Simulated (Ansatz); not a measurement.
Input

```
crystal:
  lattice:
    - [5.3032210763, 0.0, 0.0]
    - [0.0, 5.3032210763, 0.0]
    - [0.0, 0.0, 5.3032210763]
  atoms:
    - { symbol: Sm, position: [0.5, 0.0, 0.0] }
    - { symbol: Sm, position: [0.0, 0.5, 0.0] }
    - { symbol: Sm, position: [0.0, 0.0, 0.5] }
    - { symbol: B, position: [0.5, 0.5, 0.5] }
    - { symbol: Rh, position: [0.0, 0.0, 0.0] }
basis:
  ecutwfc: 690
kpoints:
  mp_grid: { grid: [8, 8, 8] }
hamiltonian:
  xc: pbe
  pseudopotentials:
    kind: paw
    azcp: { Sm: "pseudopotentials/pbe/nc/lanthanide_3plus/Sm.nc.azcp" }
scf:
  occupations: { method: gaussian, width: 0.1 }
output:
  forces: true
  stress: true
  eigenvalues: true
  write_density: true
  write_potential: true
  elf: true
  volumetric_format: npy
relax:
  adjacent_minimum: "off"
  f_tol: 0.01
  max_steps: 80
  cell: { stress_tol: 0.05 }
```

Run with:

```sh
ansatz run input.yaml --threads 1 --pin off --max-ram 2560MiB --backend cpu --events-out ev --progress --plain --runs-dir out
```

Below, planes, directions and counts refer to the conventional cell (a = 5.31 Å, b = 5.31 Å, c = 5.31 Å, α = 90.00°, β = 90.00°, γ = 90.00°).

The fields are those of the run's last geometry, not of the input's.

Space group Pm-3m; a structure generated by program, which may or may not match a known phase; computed without spin polarisation; no Hubbard U on the f states and no spin–orbit coupling.

All numbers below come from DFT PBE, scalar-relativistic, plane waves, PAW; 4f electrons in the core of a trivalent norm-conserving potential (Ansatz 0.2.0).

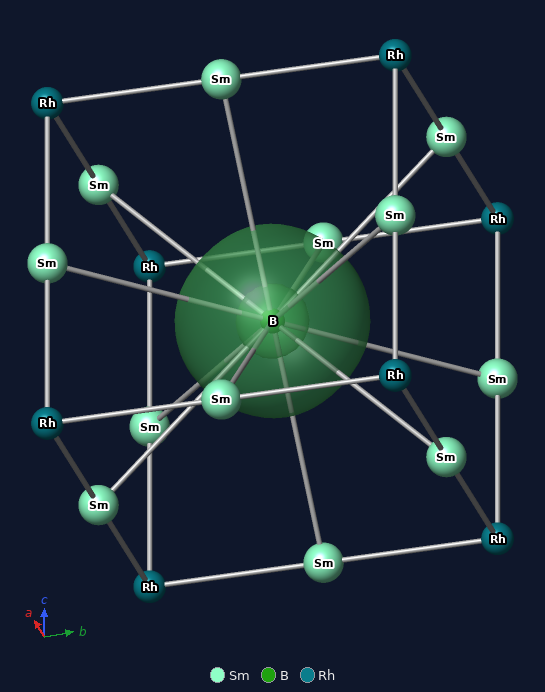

Sm$_{3}$BRh. Isosurface of the electron localisation function at 0.6 (green), seen at an oblique angle. Only the valence region is drawn (cores and ρ < 0.01 e/Å³ removed). Sticks mark near contacts.

Core electrons are replaced by pseudopotentials, and the valence fields are smoothed inside the atomic spheres.

> Where are the electrons localised?

The ELF exceeds this value in one region wrapped around B (its valence shell), counted in one cell of 5 atoms. Any copies at cell faces, edges or corners count once. Profiles from the grid: Sm–Rh (2.65 Å): the ELF is about 0.25 at the midpoint (no localised pair shows between them). Sm–B (3.75 Å): the ELF is about 0.25 at the midpoint and 0.10 at its lowest between the atoms: no shared electron pair shows on this line.
